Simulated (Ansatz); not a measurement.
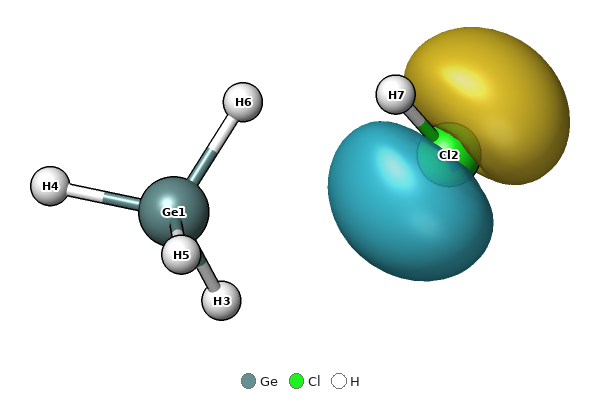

The picture shows: GeH$_{4}$···HCl. The HOMO at ±0.15 Å⁻³ᐟ² (yellow and cyan are the two phases), seen at an oblique angle.

These are results of RKS B3LYP/def2-SVP in Ansatz 0.2.0, not measurements.

Input file:

```
crystal:
  periodic: [false, false, false]
  atoms:
    - { symbol: Ge, position_ang: [-0.4197, 0.0, -0.428935] }
    - { symbol: Cl, position_ang: [0.072602, 0.0, 2.97194] }
    - { symbol: H, position_ang: [0.960459, 0.0, 0.233945] }
    - { symbol: H, position_ang: [-0.57683, 1.257155, -1.310582] }
    - { symbol: H, position_ang: [-0.57683, -1.257155, -1.310582] }
    - { symbol: H, position_ang: [-1.577839, 0.0, 0.596549] }
    - { symbol: H, position_ang: [-1.132963, 0.0, 2.405665] }
basis:
  gaussian: { orbitals: def2-SVP }
hamiltonian:
  xc: b3lyp
relax:
  f_tol: 0.03
  max_steps: 50
output:
  orbitals: {}
```

Command:

```sh
ansatz run input.yaml --threads 1 --pin off --max-ram 2048MiB --backend cpu --events-out ev --progress --plain --runs-dir out
```

The fields are those of the run's last geometry, not of the input's.

What is the character of this orbital?

Answer. Its weight (Hirshfeld) is mainly on Cl2 (about 90 %); largely a lone pair of Cl2. Its energy is −8.61 eV.
